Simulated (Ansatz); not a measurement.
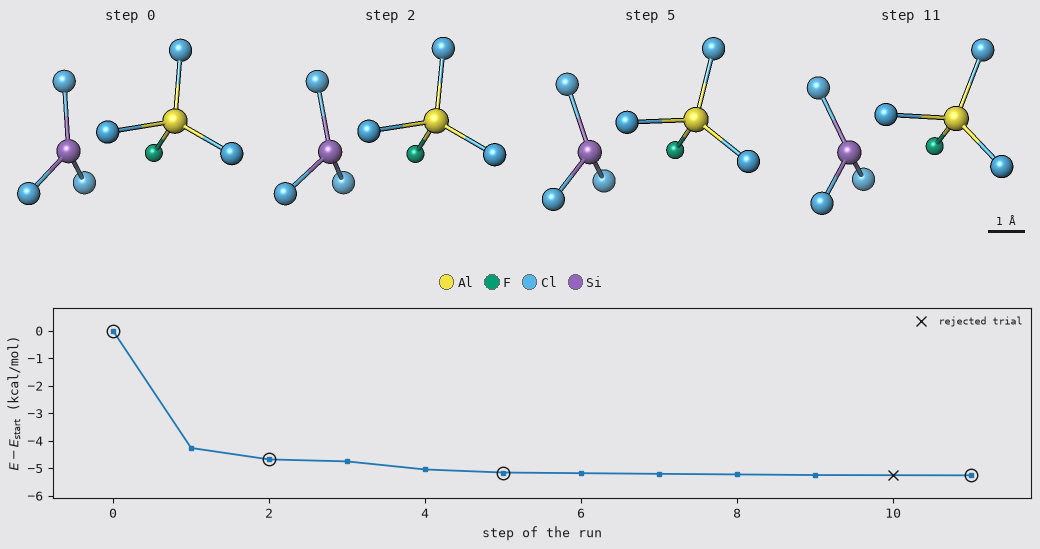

Frames of a constrained relaxation of AlSiCl6F, marked on the history of the run. The picture is a ball-and-stick view, seen at a tilt.

The reaction that was planned forms Al1–Cl6, F2–Si5 and breaks Al1–F2, Si5–Cl6 (atoms numbered from 1 in input order).

Computed with RKS PBE0-D4/def2-SVP (Ansatz 0.2.0).

Input file:
```yaml
crystal:
  periodic: [false, false, false]
  atoms:
    - {symbol: Al, position_ang: [-0.537400, -1.562300, 0.542700]}
    - {symbol: F, position_ang: [0.726700, -0.821500, -0.445800]}
    - {symbol: Cl, position_ang: [-1.210300, -3.341800, -0.204200]}
    - {symbol: Cl, position_ang: [0.138500, -1.458500, 2.491300]}
    - {symbol: Si, position_ang: [0.558800, 1.556900, -0.582200]}
    - {symbol: Cl, position_ang: [-1.872700, 0.085100, 0.146100]}
    - {symbol: Cl, position_ang: [-0.755800, 2.368800, -1.792000]}
    - {symbol: Cl, position_ang: [0.663500, 1.840500, 1.343800]}
    - {symbol: Cl, position_ang: [2.288800, 1.332800, -1.499800]}
basis:
  gaussian: {orbitals: def2-SVP}
hamiltonian: {xc: pbe0, dispersion: d4}
relax: {f_tol: 0.04, max_steps: 150, escape_saddle: false, constraints: [{distance: [0, 5]}, {distance: [1, 4]}, {distance: [0, 1]}, {distance: [4, 5]}]}
```

Run as
```bash
ansatz run in.yaml --threads 4 --pin off --events-out ev --progress --plain --max-ram 63488MiB --backend cuda --devices 0, --max-vram 37GiB
```

**What happens along the run?**

After 10 accepted moves (11 points after the start) the energy has fallen by 5.25 kcal/mol. The largest force component goes from 0.98 to 0.024 eV/Å. The line search rejected the trial step at point 10 of the run. The forces were under the threshold at step 5, but the run went on from there. The largest move after the best rigid fit is that of Cl8, 0.74 Å. Largest moves by element: Cl 0.74 Å, F 0.20 Å, Al 0.08 Å, Si 0.05 Å. Some distances before and after: Al1–Cl3 2.044 → 2.105 Å, Si5–Cl8 1.950 → 1.999 Å, Al1–Cl4 2.065 → 2.107 Å, Si5–Cl7 1.962 → 1.999 Å. Among the angles between lasting bonds that change: Cl7–Si5–Cl8 125.8° → 120.9°, Cl8–Si5–Cl9 115.4° → 110.8°, F2–Al1–Cl3 113.3° → 109.2°. From step 0 to 2: Cl8 moves most (0.20 Å), energy −4.68 kcal/mol. From step 2 to 5: Cl atoms move most (0.29 Å), energy −0.48 kcal/mol. From step 5 to 11: Cl atoms move most (0.27 Å), energy −0.10 kcal/mol.

Limits of the set-up: the start holds two separate molecules, 2.4 Å apart at their closest, whose relative position is a soft coordinate.
